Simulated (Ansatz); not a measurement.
**Si3N3H13: geometry relaxation (part 2 of 2)**

The same run, continued: Si3N3H13; RKS PBE/def2-SVP (Ansatz 0.2.0). It belongs to a series of runs on one base structure; here: end point A relaxed.

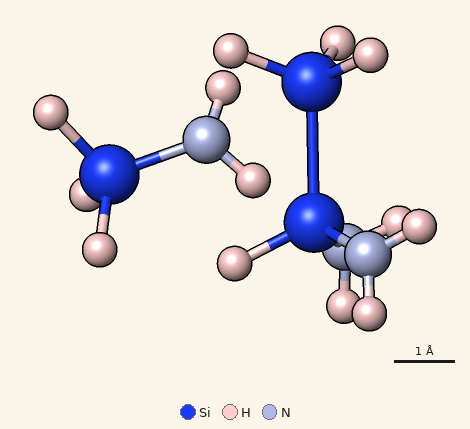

Figure 1. The geometry at step 12 of the log (ball-and-stick view, seen at a tilt).

Trajectory as extended XYZ, continued:
```
19
Properties=species:S:1:pos:R:3:forces:R:3 step=7 energy=-28287.04281 accepted=F
Si   -0.2955    0.2627    0.0456    0.0070   0.0208   0.0739
Si   -0.7228    0.3015    2.3664   -0.0094   0.0500  -0.0028
H    -1.8601    1.2683    2.6340    0.0281  -0.0207  -0.0096
H    -1.1680   -1.0306    2.9113   -0.0090  -0.0119   0.0125
H     0.4658    0.7960    3.1440   -0.0076  -0.0145   0.0015
H     1.1396    0.4717   -0.3560   -0.0441  -0.0205   0.0072
N    -1.1430    1.6127   -0.6489    0.0580   0.7917  -1.0268
H    -2.1032    1.8897   -0.4111    0.2364  -0.1434   0.0268
H    -0.8436    2.0672   -1.5483   -0.2910  -0.5612   0.9648
N    -0.6591   -1.3932   -0.4857    0.0153  -0.0855  -0.0973
H    -1.5778   -1.7696   -0.2219    0.0312   0.0133  -0.0196
H    -0.4923   -1.6035   -1.4792   -0.0054  -0.0123   0.0837
N     1.3491   -2.1651    1.7164    0.1417  -0.0094  -0.0335
H     0.7347   -2.1777    0.8793    0.0035  -0.0541   0.0745
Si    3.0776   -2.3400    1.4864   -0.0271   0.0065  -0.0860
H     3.6085   -3.7529    1.2742   -0.0675   0.1119   0.0033
H     3.4422   -1.5341    0.2593   -0.0247  -0.0718   0.1202
H     3.8067   -1.7989    2.6915   -0.0301  -0.0102  -0.0310
H     0.9114   -2.6616    2.4991   -0.0054   0.0213  -0.0620
19
Properties=species:S:1:pos:R:3:forces:R:3 step=8 energy=-28287.05952
Si   -0.3105    0.2626    0.0428   -0.0186   0.0162   0.0114
Si   -0.7266    0.2930    2.3655   -0.0098   0.0321  -0.0048
H    -1.8726    1.2444    2.6412    0.0040  -0.0036  -0.0018
H    -1.1514   -1.0440    2.9161   -0.0097  -0.0095   0.0055
H     0.4581    0.8006    3.1397    0.0034  -0.0081  -0.0021
H     1.1232    0.4741   -0.3552   -0.0109  -0.0099  -0.0035
N    -1.1595    1.6061   -0.6692    0.0197   0.1993  -0.1332
H    -2.1099    1.8868   -0.4185    0.0625  -0.0460   0.0183
H    -0.8232    2.0987   -1.5035   -0.0625  -0.1342   0.1307
N    -0.6754   -1.3945   -0.4909    0.0194  -0.0269  -0.0189
H    -1.5915   -1.7702   -0.2192    0.0107   0.0042  -0.0122
H    -0.5244   -1.5953   -1.4873    0.0054  -0.0192   0.0154
N     1.3691   -2.1354    1.6884    0.0475   0.0000  -0.0090
H     0.7535   -2.1884    0.8558    0.0037   0.0003   0.0042
Si    3.0940   -2.3491    1.4894   -0.0357   0.0083  -0.0141
H     3.5871   -3.7743    1.3235   -0.0060   0.0185  -0.0084
H     3.5038   -1.5870    0.2578   -0.0074  -0.0041   0.0155
H     3.8067   -1.7911    2.6941   -0.0076  -0.0078  -0.0049
H     0.9198   -2.5943    2.4857   -0.0080  -0.0096   0.0119
19
Properties=species:S:1:pos:R:3:forces:R:3 step=9 energy=-28287.06555
Si   -0.3018    0.2661    0.0470   -0.0148  -0.0152   0.0199
Si   -0.7289    0.3011    2.3671    0.0106   0.0106   0.0011
H    -1.8664    1.2624    2.6424    0.0106   0.0007  -0.0062
H    -1.1689   -1.0340    2.9116   -0.0062  -0.0028  -0.0010
H     0.4635    0.7894    3.1420   -0.0081  -0.0011   0.0053
H     1.1312    0.4702   -0.3560   -0.0018  -0.0126   0.0061
N    -1.1409    1.6277   -0.6433    0.0531   0.2656  -0.3342
H    -2.1008    1.8834   -0.4025    0.0306  -0.0461   0.0381
H    -0.8586    2.0473   -1.5411   -0.0874  -0.1804   0.2858
N    -0.6648   -1.3914   -0.4915    0.0107  -0.0074  -0.0190
H    -1.5858   -1.7654   -0.2349    0.0067   0.0000  -0.0093
H    -0.4923   -1.6022   -1.4824    0.0097  -0.0116   0.0220
N     1.3626   -2.1401    1.7012    0.0172  -0.0116   0.0065
H     0.7428   -2.1806    0.8712    0.0013  -0.0112  -0.0072
Si    3.0855   -2.3443    1.4852   -0.0009   0.0039  -0.0125
H     3.5866   -3.7638    1.2921   -0.0163   0.0203  -0.0079
H     3.4816   -1.5612    0.2624   -0.0047  -0.0006   0.0156
H     3.8049   -1.8041    2.6940   -0.0044  -0.0043  -0.0064
H     0.9210   -2.6180    2.4921   -0.0059   0.0038   0.0034
19
Properties=species:S:1:pos:R:3:forces:R:3 step=10 energy=-28287.06802
Si   -0.2913    0.2749    0.0538    0.0744  -0.0421   0.0451
Si   -0.7159    0.3151    2.3739   -0.0510   0.0193  -0.0153
H    -1.8429    1.2970    2.6191   -0.0016  -0.0085   0.0267
H    -1.1915   -1.0155    2.9018    0.0019   0.0192   0.0027
H     0.4597    0.7897    3.1829    0.0061  -0.0215  -0.0312
H     1.1450    0.4721   -0.3389    0.0020  -0.0055  -0.0190
N    -1.1320    1.6388   -0.6342    0.0612   0.2588  -0.4986
H    -2.0902    1.8864   -0.3763    0.0264  -0.0480   0.0351
H    -0.9093    1.9816   -1.5853   -0.0993  -0.1863   0.4583
N    -0.6401   -1.3871   -0.4830   -0.0239  -0.0261  -0.0464
H    -1.5701   -1.7588   -0.2562    0.0133   0.0007  -0.0165
H    -0.4275   -1.6140   -1.4630   -0.0070   0.0115   0.0439
N     1.3460   -2.1618    1.7107    0.0104  -0.0149   0.0398
H     0.7188   -2.2105    0.8862    0.0087   0.0374  -0.0054
Si    3.0693   -2.3359    1.4728   -0.0004  -0.0176  -0.0383
H     3.5814   -3.7459    1.2357   -0.0056   0.0391   0.0015
H     3.4437   -1.5171    0.2653   -0.0097  -0.0141   0.0291
H     3.7963   -1.8164    2.6862   -0.0141  -0.0090  -0.0068
H     0.9211   -2.6498    2.5050    0.0081   0.0076  -0.0049
19
Properties=species:S:1:pos:R:3:forces:R:3 step=11 energy=-28287.06893
Si   -0.2679    0.2687    0.0445   -0.1126  -0.0121   0.0150
Si   -0.7189    0.3162    2.3593    0.0725   0.0005   0.1001
H    -1.8251    1.3102    2.6544    0.0293  -0.0029  -0.0625
H    -1.2085   -1.0086    2.8898    0.0081   0.0086  -0.0230
H     0.4888    0.7546    3.1427   -0.0345  -0.0068   0.0068
H     1.1628    0.4574   -0.3734    0.0016  -0.0107   0.0305
N    -1.1198    1.6379   -0.6230    0.0323   0.2093  -0.5091
H    -2.0690    1.8818   -0.3283    0.0437  -0.0524   0.0230
H    -0.9593    1.9282   -1.6030   -0.0670  -0.1095   0.4271
N    -0.6294   -1.3894   -0.4971   -0.0060  -0.0108  -0.0408
H    -1.5671   -1.7514   -0.2853    0.0310   0.0054  -0.0082
H    -0.4015   -1.6212   -1.4728    0.0035   0.0044   0.0637
N     1.3356   -2.1506    1.7392   -0.0242  -0.0105  -0.0013
H     0.7024   -2.1630    0.9169    0.0327  -0.0505   0.0011
Si    3.0558   -2.3241    1.4792    0.0019  -0.0019  -0.0150
H     3.5640   -3.7271    1.1963   -0.0130   0.0393   0.0026
H     3.4235   -1.4698    0.2941   -0.0136  -0.0174   0.0329
H     3.7901   -1.8418    2.7037    0.0004  -0.0140  -0.0135
H     0.9139   -2.6651    2.5192    0.0138   0.0321  -0.0295
19
Properties=species:S:1:pos:R:3:forces:R:3 step=12 energy=-28287.07492
Si   -0.2769    0.2741    0.0519   -0.0113  -0.0267   0.0170
Si   -0.7145    0.3192    2.3696    0.0219   0.0170   0.0000
H    -1.8242    1.3179    2.6320    0.0260  -0.0116   0.0052
H    -1.2071   -1.0064    2.8931   -0.0041   0.0120  -0.0047
H     0.4864    0.7586    3.1614   -0.0277  -0.0001   0.0003
H     1.1576    0.4629   -0.3527    0.0000  -0.0071   0.0071
N    -1.1259    1.6384   -0.6300   -0.0142   0.0858  -0.1446
H    -2.0748    1.8833   -0.3376    0.0138  -0.0390   0.0312
H    -0.9625    1.9250   -1.6013   -0.0033  -0.0187   0.0939
N    -0.6298   -1.3862   -0.4885   -0.0105  -0.0139  -0.0235
H    -1.5682   -1.7500   -0.2852    0.0119  -0.0040  -0.0055
H    -0.3920   -1.6194   -1.4605    0.0010   0.0040   0.0195
N     1.3368   -2.1540    1.7253   -0.0086  -0.0137   0.0143
H     0.7084   -2.1853    0.9000    0.0090  -0.0021   0.0096
Si    3.0580   -2.3279    1.4757    0.0010  -0.0020  -0.0089
H     3.5686   -3.7299    1.2007   -0.0059   0.0142  -0.0034
H     3.4293   -1.4793    0.2894   -0.0024  -0.0037   0.0144
H     3.7880   -1.8427    2.7011   -0.0046  -0.0038  -0.0052
H     0.9132   -2.6557    2.5120    0.0078   0.0132  -0.0165
19
Properties=species:S:1:pos:R:3:forces:R:3 step=13 energy=-28287.07586
Si   -0.2764    0.2717    0.0497    0.0063  -0.0123   0.0155
Si   -0.7073    0.3230    2.3685   -0.0049   0.0086   0.0120
H    -1.8097    1.3279    2.6334    0.0053  -0.0057  -0.0057
H    -1.2103   -0.9987    2.8907   -0.0036   0.0020   0.0032
H     0.4869    0.7601    3.1703    0.0002  -0.0091  -0.0144
H     1.1593    0.4617   -0.3498   -0.0035   0.0023  -0.0044
N    -1.1299    1.6360   -0.6285   -0.0061   0.0318  -0.0444
H    -2.0807    1.8703   -0.3343    0.0067  -0.0254   0.0264
H    -0.9686    1.9265   -1.5966    0.0051   0.0059   0.0002
N    -0.6239   -1.3888   -0.4947   -0.0159  -0.0009   0.0061
H    -1.5621   -1.7558   -0.2970    0.0071  -0.0036  -0.0058
H    -0.3790   -1.6211   -1.4647    0.0045   0.0040   0.0082
N     1.3330   -2.1539    1.7291   -0.0113  -0.0064   0.0061
H     0.7028   -2.1878    0.9054    0.0105   0.0002   0.0031
Si    3.0533   -2.3269    1.4742    0.0031   0.0011  -0.0019
H     3.5628   -3.7271    1.1908   -0.0026   0.0050  -0.0039
H     3.4228   -1.4728    0.2920   -0.0015   0.0012   0.0055
H     3.7854   -1.8475    2.7002   -0.0026  -0.0040  -0.0013
H     0.9122   -2.6541    2.5178    0.0034   0.0053  -0.0045
19
Properties=species:S:1:pos:R:3:forces:R:3 step=14 energy=-28287.07643
Si   -0.2744    0.2718    0.0486   -0.0028  -0.0091   0.0079
Si   -0.7037    0.3255    2.3674   -0.0029   0.0033   0.0066
H    -1.7977    1.3389    2.6321    0.0015   0.0009  -0.0023
H    -1.2177   -0.9912    2.8915   -0.0006  -0.0011   0.0015
H     0.4957    0.7529    3.1656    0.0021  -0.0049  -0.0060
H     1.1609    0.4627   -0.3518   -0.0024   0.0050  -0.0038
N    -1.1328    1.6351   -0.6278    0.0000  -0.0065   0.0111
H    -2.0838    1.8605   -0.3273    0.0063  -0.0124   0.0133
H    -0.9791    1.9234   -1.5968    0.0037   0.0175  -0.0369
N    -0.6180   -1.3898   -0.4954   -0.0137   0.0030   0.0048
H    -1.5578   -1.7575   -0.3071    0.0069  -0.0024  -0.0038
H    -0.3611   -1.6251   -1.4615    0.0015   0.0039   0.0024
N     1.3285   -2.1555    1.7338   -0.0066  -0.0009   0.0034
H     0.6978   -2.1902    0.9107    0.0044   0.0041  -0.0011
Si    3.0484   -2.3245    1.4739    0.0015  -0.0009   0.0012
H     3.5577   -3.7213    1.1756    0.0018   0.0003  -0.0029
H     3.4152   -1.4593    0.2993    0.0001   0.0042   0.0016
H     3.7818   -1.8561    2.7032   -0.0014  -0.0036   0.0000
H     0.9105   -2.6575    2.5224    0.0006  -0.0005   0.0029
19
Properties=species:S:1:pos:R:3:forces:R:3 step=15 energy=-28287.07621 accepted=F
Si   -0.2791    0.2682    0.0464    0.0171   0.0257  -0.0414
Si   -0.7008    0.3278    2.3666   -0.0035   0.0060  -0.0098
H    -1.7895    1.3472    2.6302    0.0036  -0.0030   0.0085
H    -1.2158   -0.9863    2.8971   -0.0039   0.0047  -0.0050
H     0.5060    0.7492    3.1562    0.0008   0.0052   0.0001
H     1.1536    0.4627   -0.3593    0.0198  -0.0124   0.0038
N    -1.1373    1.6290   -0.6366   -0.0255  -0.0178   0.0601
H    -2.0803    1.8589   -0.3154   -0.0089   0.0083  -0.0121
H    -0.9989    1.9188   -1.6078    0.0095  -0.0053  -0.0092
N    -0.6190   -1.3935   -0.4964   -0.0033  -0.0111  -0.0030
H    -1.5574   -1.7670   -0.3145   -0.0025   0.0030  -0.0028
H    -0.3535   -1.6255   -1.4610   -0.0049  -0.0057   0.0044
N     1.3293   -2.1506    1.7326    0.0175   0.0114  -0.0007
H     0.6915   -2.1937    0.9156    0.0131   0.0080  -0.0073
Si    3.0497   -2.3259    1.4749   -0.0357  -0.0001   0.0089
H     3.5515   -3.7139    1.1293    0.0017  -0.0119   0.0092
H     3.4398   -1.4290    0.3324   -0.0066   0.0180   0.0000
H     3.7681   -1.9052    2.7297    0.0076  -0.0053  -0.0050
H     0.9126   -2.6284    2.5365    0.0043  -0.0177   0.0013
19
Properties=species:S:1:pos:R:3:forces:R:3 step=16 energy=-28287.07691
Si   -0.2743    0.2703    0.0457   -0.0069   0.0032   0.0064
Si   -0.6995    0.3279    2.3661    0.0013  -0.0006  -0.0074
H    -1.7864    1.3485    2.6317    0.0017   0.0019   0.0001
H    -1.2210   -0.9855    2.8912   -0.0007  -0.0006   0.0009
H     0.5055    0.7464    3.1604    0.0010  -0.0008  -0.0017
H     1.1602    0.4615   -0.3577   -0.0006  -0.0002  -0.0022
N    -1.1351    1.6321   -0.6310    0.0016  -0.0042   0.0015
H    -2.0832    1.8565   -0.3209    0.0016  -0.0026   0.0029
H    -0.9897    1.9209   -1.6018   -0.0005   0.0029  -0.0047
N    -0.6182   -1.3915   -0.4963    0.0006  -0.0008   0.0000
H    -1.5573   -1.7614   -0.3097    0.0007   0.0009  -0.0002
H    -0.3582   -1.6272   -1.4614    0.0003  -0.0001   0.0013
N     1.3261   -2.1568    1.7366   -0.0016  -0.0004   0.0059
H     0.6958   -2.1899    0.9133    0.0019   0.0020  -0.0030
Si    3.0465   -2.3221    1.4769    0.0025  -0.0003  -0.0031
H     3.5571   -3.7134    1.1558   -0.0005   0.0015  -0.0016
H     3.4164   -1.4373    0.3178    0.0002   0.0022   0.0028
H     3.7765   -1.8746    2.7159   -0.0022  -0.0024   0.0013
H     0.9092   -2.6619    2.5239   -0.0007  -0.0017   0.0009
19
Properties=species:S:1:pos:R:3:forces:R:3 step=17 energy=-28287.07729
Si   -0.2737    0.2700    0.0396   -0.0126   0.0146  -0.0047
Si   -0.6901    0.3338    2.3619    0.0085   0.0003  -0.0054
H    -1.7624    1.3692    2.6302   -0.0004  -0.0008  -0.0007
H    -1.2257   -0.9730    2.8898   -0.0008   0.0029  -0.0029
H     0.5230    0.7378    3.1507    0.0011   0.0011   0.0012
H     1.1586    0.4610   -0.3718    0.0022  -0.0020   0.0018
N    -1.1422    1.6275   -0.6365   -0.0059  -0.0117   0.0185
H    -2.0853    1.8491   -0.3087    0.0037   0.0106  -0.0152
H    -1.0143    1.9143   -1.6107   -0.0016  -0.0085   0.0123
N    -0.6159   -1.3937   -0.4964    0.0149  -0.0061  -0.0102
H    -1.5537   -1.7672   -0.3122   -0.0058   0.0045   0.0039
H    -0.3501   -1.6319   -1.4592   -0.0027  -0.0049  -0.0003
N     1.3213   -2.1628    1.7418    0.0052   0.0032   0.0022
H     0.6930   -2.1895    0.9167   -0.0035  -0.0007  -0.0028
Si    3.0429   -2.3183    1.4832    0.0079   0.0000  -0.0029
H     3.5564   -3.6985    1.1178   -0.0025   0.0131   0.0034
H     3.4190   -1.3953    0.3550   -0.0031  -0.0082   0.0153
H     3.7638   -1.9114    2.7421   -0.0042  -0.0056  -0.0110
H     0.9056   -2.6784    2.5229   -0.0003  -0.0017  -0.0025
```

This output came from the following input.

Input:
```yaml
crystal:
  periodic: [false, false, false]
  atoms:
    - { symbol: Si, position_ang: [-0.303309, 0.163245, 0.073641] }
    - { symbol: Si, position_ang: [-0.666858, 0.164257, 2.304161] }
    - { symbol: H, position_ang: [-1.86045, 1.044874, 2.609837] }
    - { symbol: H, position_ang: [-1.010159, -1.178807, 2.912226] }
    - { symbol: H, position_ang: [0.497221, 0.748653, 3.059047] }
    - { symbol: H, position_ang: [1.120671, 0.381325, -0.351332] }
    - { symbol: "N", position_ang: [-1.159503, 1.499949, -0.6645] }
    - { symbol: H, position_ang: [-2.038751, 1.880343, -0.307245] }
    - { symbol: H, position_ang: [-0.669298, 2.173436, -1.258907] }
    - { symbol: "N", position_ang: [-0.752635, -1.453368, -0.519] }
    - { symbol: H, position_ang: [-1.669823, -1.800195, -0.211922] }
    - { symbol: H, position_ang: [-0.687861, -1.574381, -1.538018] }
    - { symbol: "N", position_ang: [1.372934, -1.902497, 1.518432] }
    - { symbol: H, position_ang: [0.766587, -2.175363, 0.722656] }
    - { symbol: Si, position_ang: [3.0795, -2.302349, 1.508544] }
    - { symbol: H, position_ang: [3.416715, -3.777767, 1.544295] }
    - { symbol: H, position_ang: [3.675854, -1.737947, 0.247387] }
    - { symbol: H, position_ang: [3.727063, -1.669885, 2.710141] }
    - { symbol: H, position_ang: [0.832502, -2.040823, 2.396957] }
basis:
  gaussian: { orbitals: def2-SVP }
hamiltonian:
  xc: pbe
relax:
  f_tol: 0.03
  max_steps: 50
```

Launched with:
```bash
ansatz run input.yaml --threads 4 --pin off --max-ram 5120MiB --backend cpu --events-out ev --progress --plain --runs-dir out
```

Results in brief:

| quantity | value |
| --- | --- |
| outcome | converged |
| total energy | −28287.0773 eV |
| mean-field energy | −28287.0773 eV |
| largest force (length of the vector) at the end | 0.023 eV/Å |
| hardware | 4 threads of Intel Xeon @ 2.50GHz (Skylake/Cascade Lake), 12 GiB of memory available, shared host |
| wall time | 39 s (CPU time 2.4 min) |
| peak memory | 0.26 GiB |
